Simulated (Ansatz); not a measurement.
# SiGeH₃ (doublet): wave-function methods side by side at a displaced geometry (v2), cc-pVDZ

Aim: climb from Hartree-Fock through coupled cluster for SiGeH₃ (doublet) at one geometry and basis, and see what each rung misses.

The runs use Ansatz 0.2.0, Gaussian basis; cc-pVDZ, core rule «outside noble gas», up to 19 orbitals frozen.

To be run: UHF; CCSD(T) on ROHF; CCSD(T) on UHF; BCCD(T) on ROHF; CISD; CCSDT(Q) on ROHF; CCSDT(Q) on UHF.

20 further runs of the same task are left out: 5 that didn't finish, 15 set aside as unsound or not needed.

### 1 What is computed

The geometry is a PBE0/def2-TZVP stationary point (not a proven minimum) with its atoms shifted at random (size 0.100 Å). No spin-orbit coupling is included. The filled d shell of Ge may be among the frozen orbitals whatever the setting's name suggests; the logs give the count.

5 atoms, charge 0, spin multiplicity 2.

Atoms are counted from 1 here; the program's logs count them from 0.

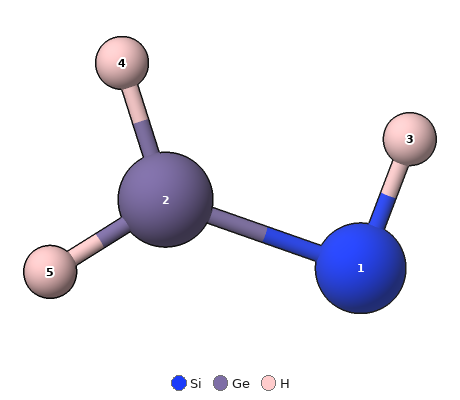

The structure; silicon blue, germanium purple, hydrogen pink; atoms are numbered from 1 in the order of the file.

Coordinates:

```xyz
5
GeH3Si
Si    0.0883    0.0872    1.6788
Ge   -0.0346   -0.0111   -0.6296
H     0.2632   -1.4370    1.7482
H    -0.2144   -1.3168   -1.5116
H    -0.0137    1.1234   -1.6432
```

### 2 UHF

Input file in.yaml:

```yaml
crystal:
  periodic: [false, false, false]
  atoms:
    - {symbol: Si, position_ang: [0.088259, 0.087195, 1.678772]}
    - {symbol: Ge, position_ang: [-0.034612, -0.011090, -0.629562]}
    - {symbol: H, position_ang: [0.263248, -1.436970, 1.748171]}
    - {symbol: H, position_ang: [-0.214399, -1.316786, -1.511570]}
    - {symbol: H, position_ang: [-0.013701, 1.123379, -1.643219]}
basis:
  gaussian: {orbitals: cc-pVDZ}
magnetization: {spin_polarized: true, initial_magnetization: 1}
hamiltonian: {xc: hf}
output: {orbitals: {seedname: orbitals}}
```

The run is started by

```console
$ ansatz run in.yaml --threads 1 --pin off --events-out ev --progress --plain --max-ram 2393MiB
```

After this run come: CCSD(T) on ROHF; CCSD(T) on UHF; BCCD(T) on ROHF; CISD; CCSDT(Q) on ROHF; CCSDT(Q) on UHF.

Before running them: what should the planned runs give, taken together? Wanted: UCCSDT(Q) below the RHF energy; RMP2 from UCCSDT(Q); UMP2 from UCCSDT(Q); RCCSD from UCCSDT(Q); RCCSD(T) from UCCSDT(Q); UCCSD(T) from UCCSDT(Q); RCCSDT(Q) from UCCSDT(Q); T1 diagnostic.

**Answer**, as computed:

| quantity | value |
| --- | --- |
| UCCSDT(Q) below the RHF energy | -5.9754 eV |
| RMP2 from UCCSDT(Q) | +1354.8 meV |
| UMP2 from UCCSDT(Q) | +1429.4 meV |
| RCCSD from UCCSDT(Q) | +233.7 meV |
| RCCSD(T) from UCCSDT(Q) | +51.5 meV |
| UCCSD(T) from UCCSDT(Q) | +52.4 meV |
| RCCSDT(Q) from UCCSDT(Q) | +1.6 meV |
| levels within 1 kcal/mol (43 meV) | RCCSDT, UCCSDT, RCCSDT(Q) |
| T1 diagnostic | 0.024 |

In words: RCCSD(T) misses by +51.5 meV, 0.9 % of the correlation energy. These misses are within one basis, not against nature; the frozen cores of restricted and unrestricted runs differ, which can shift their rows.
